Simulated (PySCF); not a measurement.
Scan of H₃, doublet: collinear H-H-H surface. Scanned: first H-H distance and second H-H distance.

Computed with PySCF 2.14.0 with unrestricted B3LYP/LANL2DZ.

Energy in eV above the lowest grid point; x is the first H-H distance (Å), y the second H-H distance (Å).

```csv
y \ x,0.63,0.68,0.74,0.80,0.87,0.94,1.02,1.11,1.22,1.37,1.55,1.81,2.15
2.15,0.315,0.090,0.000,0.047,0.217,0.466,0.808,1.230,1.761,2.462,3.173,3.837,4.246
1.81,0.354,0.122,0.023,0.061,0.219,0.455,0.780,1.180,1.679,2.313,2.925,3.488,3.837
1.55,0.427,0.181,0.065,0.084,0.218,0.428,0.719,1.075,1.506,2.029,2.506,2.925,3.173
1.37,0.517,0.252,0.112,0.105,0.207,0.380,0.625,0.921,1.272,1.679,2.029,2.313,2.462
1.22,0.631,0.342,0.169,0.127,0.184,0.309,0.495,0.721,0.982,1.272,1.506,1.679,1.761
1.11,0.754,0.438,0.231,0.153,0.165,0.243,0.373,0.534,0.721,0.921,1.075,1.180,1.230
1.02,0.895,0.550,0.307,0.192,0.159,0.191,0.268,0.373,0.495,0.625,0.719,0.780,0.808
0.94,1.067,0.692,0.412,0.257,0.178,0.164,0.191,0.243,0.309,0.380,0.428,0.455,0.466
0.87,1.275,0.869,0.551,0.358,0.235,0.178,0.159,0.165,0.184,0.207,0.218,0.219,0.217
0.80,1.563,1.123,0.763,0.528,0.358,0.257,0.192,0.153,0.127,0.105,0.084,0.061,0.047
0.74,1.906,1.433,1.034,0.763,0.551,0.412,0.307,0.231,0.169,0.112,0.065,0.023,0.000
0.68,2.379,1.872,1.433,1.123,0.869,0.692,0.550,0.438,0.342,0.252,0.181,0.122,0.090
0.63,2.916,2.379,1.906,1.563,1.275,1.067,0.895,0.754,0.631,0.517,0.427,0.354,0.315
```

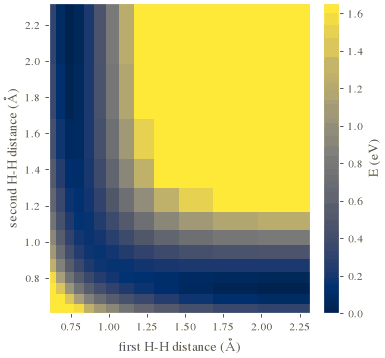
Figure. Energy surface, cut off at 2 eV.

Points that lie below all their neighbours on the grid: x = 0.74, y = 2.15 on the edge of the grid (0.000 eV); x = 2.15, y = 0.74 on the edge of the grid (0.000 eV). The lowest path on the grid from the first to the second passes x = 0.94, y = 0.94 at 0.164 eV.
